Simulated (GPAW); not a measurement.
# One shape, several levels: B2H2Cl2 (SMILES BB(Cl)Cl)

Aim: a comparison of 3 runs (PBE/real-space grid, RPBE/real-space grid, PBE/dzp) of B2H2Cl2. 

The results are computed with GPAW 26.7.0.

4 further runs of the same task are left out: 2 that didn't finish, 2 set aside as unsound or not needed.

## (1) Starting point

B2H2Cl2 has 6 atoms, charge 0, and is taken as a singlet. SMILES: `BB(Cl)Cl`. The coordinates come from a GFN2-xTB relaxation.

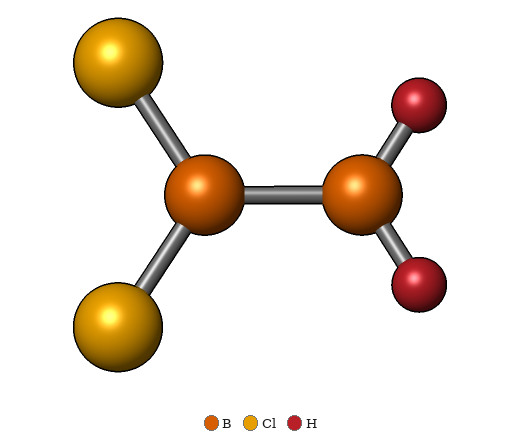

The structure, seen from a chosen angle (boron orange, chlorine amber, hydrogen red).

## (2) The charge distribution at PBE/real-space grid (scalar-relativistic datasets) (run 1)

The input, run_sp.py:

```python
import numpy as np
from ase import Atoms
from ase.units import Debye
from gpaw import GPAW

mol = Atoms(["B", "B", "Cl", "Cl", "H", "H"],
    positions=[[ -0.881790,   0.204490,   0.292180],
               [  0.685610,  -0.155420,  -0.227590],
               [  1.933640,  -0.658040,   0.859300],
               [  1.166010,  -0.054660,  -1.884420],
               [ -1.195420,   0.100710,   1.412610],
               [ -1.708050,   0.562930,  -0.452070]])
mol.center(vacuum=4.5)

calc = GPAW(mode="fd", h=0.18, xc="PBE", maxiter=150, txt="-")
mol.calc = calc

energy = mol.get_potential_energy()
print(f"Energy: {energy:.5f} eV")
forces = mol.get_forces()
print("Forces (eV/Ang)")
for symbol, f in zip(mol.symbols, forces):
    print(f'{symbol:2} {f[0]:9.4f} {f[1]:9.4f} {f[2]:9.4f}')
dipole = mol.get_dipole_moment() / Debye
print(f"Dipole = {np.linalg.norm(dipole):.3f} D")
homo, lumo = calc.get_homo_lumo()
print(f"HOMO = {homo:.3f} eV")
print(f"LUMO = {lumo:.3f} eV")
print(f"Gap: {lumo - homo:.3f} eV")
```

Run with:

```
$ python3 run_sp.py
```

Log:

```text
[...]
Number of symmetries: 1
[...]
  Number of IBZ points: 1
[...]
Spin-components: 1 (collinear spins)
Bands:           18
[...]
  Valence electrons: 22.0
[...]
  Grid points: [72 56 68]
  Charge: 0.0  # |e|
[...]
    cutoffs:
[...]
occupation numbers:
  # Zero width
[...]
xc functional:
  name: PBE with 2 nearest neighbor stencil
[...]
|iter     |     time |      energy | eigst |  dens |
[...]
|iter:   1| 00:00:22 |  -26.665103 | +1.03 |       |
[...]
|iter:  15| 00:02:02 |  -24.640638c| -7.71c| -6.00c|
Converged in 15 steps
[...]
Energy contributions relative to reference atoms: (reference = -26473.858250)
Energy contributions:
  Kinetic:          30.487604
  Coulomb:         -31.126795
  Zero:              0.340166
  External:          0.000000
  Xc:              -24.341613
  Entropy:           0.000000
  Spinorbit:         0.000000
  ----------------------------
  Free energy:     -24.640638
  Extrapolated:    -24.640638
dipole moment: (-0.089663, 0.022248, 0.027942)  # |e|*Ang
Fermi level: -5.867
Eigenvalues  # (at kpt = [0.000, 0.000, 0.000])
| band index |      eig [eV] | occ [0-2] |
|------------|---------------|-----------|
|          0 |       -21.980 |     2.000 |
|        ... |               |           |
|          3 |       -12.092 |     2.000 |
|          4 |       -10.775 |     2.000 |
|          5 |        -9.627 |     2.000 |
|          6 |        -9.613 |     2.000 |
|          7 |        -8.593 |     2.000 |
|          8 |        -8.306 |     2.000 |
|          9 |        -7.589 |     2.000 |
|         10 |        -7.304 |     2.000 |
|         11 |        -4.431 |     0.000 |
|         12 |        -1.108 |     0.000 |
[...]
Gap: 2.873 eV
Transition (v -> c):
[...]
Forces (eV/Ang)
B     0.2485   -0.0770   -0.0901
B    -0.0734    0.0069    0.0473
Cl    0.4586   -0.2210    0.6940
Cl    0.0193    0.1126   -0.8680
H    -0.1491   -0.0952    0.7870
H    -0.5081    0.2529   -0.5553
Dipole = 0.464 D
HOMO = -7.304 eV
LUMO = -4.431 eV
Gap: 2.873 eV
```

Wall time 2.1 min (1 thread of AMD EPYC (Zen 3), shared host); peak memory 0.77 GiB.

## (3) The solvation energy at RPBE/real-space grid (scalar-relativistic datasets, continuum, electrostatics alone, water's cavity toluene) (run 2)

The input, molecule.sdf:

```

     RDKit          3D

  6  5  0  0  0  0  0  0  0  0999 V2000
   -0.8818    0.2045    0.2922 B   0  0  0  0  0  0  0  0  0  0  0  0
    0.6856   -0.1554   -0.2276 B   0  0  0  0  0  0  0  0  0  0  0  0
    1.9336   -0.6580    0.8593 Cl  0  0  0  0  0  0  0  0  0  0  0  0
    1.1660   -0.0547   -1.8844 Cl  0  0  0  0  0  0  0  0  0  0  0  0
   -1.1954    0.1007    1.4126 H   0  0  0  0  0  0  0  0  0  0  0  0
   -1.7081    0.5629   -0.4521 H   0  0  0  0  0  0  0  0  0  0  0  0
  2  1  1  0
  3  2  1  0
  4  2  1  0
  5  1  1  0
  6  1  1  0
M  END
$$$$
```

The input, solv.py:

```python
import numpy as np
from ase.io import read
from ase.units import Debye, kcal, mol
from gpaw import GPAW
from gpaw.solvation import EffectivePotentialCavity, GradientSurface, LinearDielectric, Power12Potential, SolvationGPAW

molecule = read("molecule.sdf")
molecule.set_cell([13.0, 13.0, 13.0])
molecule.center()

calc = GPAW(mode="fd", h=0.18, xc="RPBE", maxiter=150, legacy_gpaw=True, txt="-")
molecule.calc = calc
e_gas = molecule.get_potential_energy()
mu_gas = np.linalg.norm(molecule.get_dipole_moment()) / Debye

# Dielectric constant of toluene; cavity of the water model, electrostatics alone
solvent = dict(cavity=EffectivePotentialCavity(effective_potential=Power12Potential(atomic_radii={"H": 1.09}, u0=0.18),
                                               temperature=298.15, surface_calculator=GradientSurface()),
               dielectric=LinearDielectric(epsinf=2.37),
               interactions=[])
calc = SolvationGPAW(mode="fd", h=0.18, xc="RPBE", maxiter=150, txt="-", **solvent)
molecule.calc = calc
e_sol = molecule.get_potential_energy()
mu_sol = np.linalg.norm(molecule.get_dipole_moment()) / Debye
dg = (e_sol - e_gas) / (kcal / mol)
print(f"Electrostatic solvation energy = {dg:.2f} kcal/mol")
print(f'Dipole {mu_gas:.3f} D in gas, {mu_sol:.3f} D in solution')
```

Run with:

```
$ python3 -u solv.py | tee solv.out
```

Log:

```text
[...]
    cutoffs:
[...]
  Total Charge: 0.000000
[...]
Number of atoms: 6
[...]
Number of bands in calculation: 18
Number of valence electrons: 22
[...]
iter:   1 hh:mm:ss   -25.626487
[...]
Converged after 21 iterations.
Dipole moment: (-0.090342, 0.022296, 0.028214) |e|*Ang
[...]
Fermi level: -5.81023
[...]
      Finite-difference x-derivative with O(h^6) error (6 points)
      Finite-difference y-derivative with O(h^6) error (6 points)
      Finite-difference z-derivative with O(h^6) error (6 points)
    Max iterations: 1000
[...]
iter:  22 hh:mm:ss   -23.824108c  -7.64c -6.09c
Converged after 22 iterations.
Dipole moment: (-0.103070, 0.025382, 0.032223) |e|*Ang
Energy contributions relative to reference atoms: (reference = -26485.131057)
Kinetic:        +31.059605
Potential:      -31.603251
External:        +0.000000
XC:             -23.626108
Entropy (-ST):   +0.000000
Local:           +0.345646
--------------------------
Free energy:    -23.824108
Extrapolated:   -23.824108
Solvation cavity surface area: 135.13159
Solvation cavity volume: not calculated (no calculator defined)
 Band  Eigenvalues  Occupancy
    0    -21.91731    2.00000
    1    -20.89566    2.00000
    2    -13.47985    2.00000
    3    -12.01474    2.00000
    4    -10.68361    2.00000
    5     -9.54501    2.00000
    6     -9.50926    2.00000
    7     -8.51804    2.00000
    8     -8.22463    2.00000
    9     -7.52594    2.00000
   10     -7.22242    2.00000
   11     -4.24142    0.00000
   12     -0.95870    0.00000
   13     -0.39913    0.00000
[...]
Fermi level: -5.73192
Gap: 2.981 eV
Transition (v -> c):
  (s=0, k=0, n=10, [0.00, 0.00, 0.00]) -> (s=0, k=0, n=11, [0.00, 0.00, 0.00])
No difference between direct/indirect transitions
Electrostatic solvation energy = -0.59 kcal/mol
Dipole 0.467 D in gas, 0.533 D in solution
```

Run time: 8.1 min. Hardware: 1 thread of AMD EPYC (Zen 3), shared host; peak memory 1.2 GiB.

## (4) Energy and one-electron properties at PBE/dzp (scalar-relativistic datasets) (run 3)

The input, molecule_sp.py:

```python
import numpy as np
from ase import Atoms
from ase.units import Bohr, Debye
from gpaw import GPAW

# Atomic positions
positions_bohr = np.array(
              [[ -1.666342,   0.386430,   0.552140],
               [  1.295615,  -0.293701,  -0.430083],
               [  3.654050,  -1.243515,   1.623842],
               [  2.203440,  -0.103292,  -3.561038],
               [ -2.259016,   0.190314,   2.669446],
               [ -3.227747,   1.063784,  -0.854288]])
atoms = Atoms(['B', 'B', 'Cl', 'Cl', 'H', 'H'], positions=positions_bohr * Bohr)
atoms.center(vacuum=4.5)

# Calculator
calc = GPAW(mode='lcao', basis='dzp', h=0.18, xc='PBE', maxiter=150, txt='-')
atoms.calc = calc

energy = atoms.get_potential_energy()
print(f'Energy: {energy:.5f} eV')
forces = atoms.get_forces()
print('Forces (eV/Ang)')
for symbol, f in zip(atoms.symbols, forces):
    print(f'{symbol:2} {f[0]:9.4f} {f[1]:9.4f} {f[2]:9.4f}')
dipole = atoms.get_dipole_moment() / Debye
print(f'Dipole: {np.linalg.norm(dipole):.3f} D')
homo, lumo = calc.get_homo_lumo()
print(f'HOMO: {homo:.3f} eV')
print(f'LUMO = {lumo:.3f} eV')
print(f'Gap = {lumo - homo:.3f} eV')
```

Run with:

```
$ OMP_NUM_THREADS=1 python molecule_sp.py
```

Log:

```text
[...]
Number of symmetries: 1
[...]
  Number of IBZ points: 1
[...]
basis functions: 62
Spin-components: 1 (collinear spins)
Bands:           18
[...]
  Valence electrons: 22.0
[...]
  Grid points: [72 56 68]
  Charge: 0.0  # |e|
[...]
    cutoffs:
[...]
occupation numbers:
  # Zero width
[...]
xc functional:
  name: PBE with 2 nearest neighbor stencil
[...]
|iter     |     time |      energy | eigst |  dens |
[...]
|iter:   1| 00:00:23 |  -24.461311 |      c|       |
[...]
|iter:   8| 00:00:43 |  -23.193461c|      c| -4.04c|
Converged in 8 steps
[...]
Energy contributions relative to reference atoms: (reference = -26473.858250)
Energy contributions:
  Kinetic:          33.156630
  Coulomb:         -31.486909
  Zero:              0.137694
  External:          0.000000
  Xc:              -25.000876
  Entropy:           0.000000
  Spinorbit:         0.000000
  ----------------------------
  Free energy:     -23.193461
  Extrapolated:    -23.193461
dipole moment: (0.004277, 0.000424, -0.003031)  # |e|*Ang
Fermi level: -5.525
Eigenvalues  # (at kpt = [0.000, 0.000, 0.000])
| band index |      eig [eV] | occ [0-2] |
|------------|---------------|-----------|
|          0 |       -21.598 |     2.000 |
|        ... |               |           |
|          3 |       -11.789 |     2.000 |
|          4 |       -10.401 |     2.000 |
|          5 |        -9.277 |     2.000 |
|          6 |        -9.215 |     2.000 |
|          7 |        -8.340 |     2.000 |
|          8 |        -7.868 |     2.000 |
|          9 |        -7.156 |     2.000 |
|         10 |        -6.929 |     2.000 |
|         11 |        -4.121 |     0.000 |
|         12 |        -0.522 |     0.000 |
[...]
Gap: 2.808 eV
Transition (v -> c):
[...]
Forces (eV/Ang)
B     0.6600   -0.1653   -0.2274
B    -0.0662    0.0055    0.0466
Cl    0.6818   -0.3292    0.9643
Cl    0.0715    0.1522   -1.2322
H    -0.3565   -0.1520    1.4336
H    -1.0055    0.4645   -0.9748
Dipole: 0.025 D
HOMO: -6.929 eV
LUMO = -4.121 eV
Gap = 2.808 eV
```

Run time: 47 s. Hardware: 1 thread of AMD EPYC (Zen 3), shared host; peak memory 0.66 GiB.

## (5) The series

| run | level | task | box rule | energy (Eh) | dipole moment (D) | HOMO energy (eV) | LUMO energy (eV) | wall time |
| --- | --- | --- | --- | --- | --- | --- | --- | --- |
| 1 | PBE/real-space grid (scalar-relativistic datasets) | properties | center | -973.801873 | 0.46 | -7.30 | -4.43 | 2.1 min |
| 2 | RPBE/real-space grid (scalar-relativistic datasets, continuum, electrostatics alone, water's cavity toluene) | solvation | cube | -974.186134 | 0.53 | -7.22 | -4.24 | 8.1 min |
| 3 | PBE/dzp (scalar-relativistic datasets) | properties | center | -973.748690 | 0.03 | -6.93 | -4.12 | 47 s |

## (6) Summary of results

| quantity | value |
| --- | --- |
| run 3: energy as printed (from the program's reference atoms) | -23.1935 eV |
| run 3: dipole moment | 0.03 D |
| run 3: HOMO energy | -6.93 eV |
| run 3: LUMO energy | -4.12 eV |
| run 3: HOMO–LUMO gap | 2.81 eV |
| run 3: largest force on an atom | 1.485 eV/Å |

**Reading.** The dipole moment (its size) runs from 0.03 D (PBE/dzp) to 0.53 D (RPBE/real-space grid). The two ends differ in method and basis and solvent. The two dipoles point in opposite directions. The HOMO–LUMO gap runs from 2.81 eV (PBE/dzp) to 2.98 eV (RPBE/real-space grid). Totals of different functionals can't be ranked against each other. All runs together took 11 min, the longest 8.1 min.
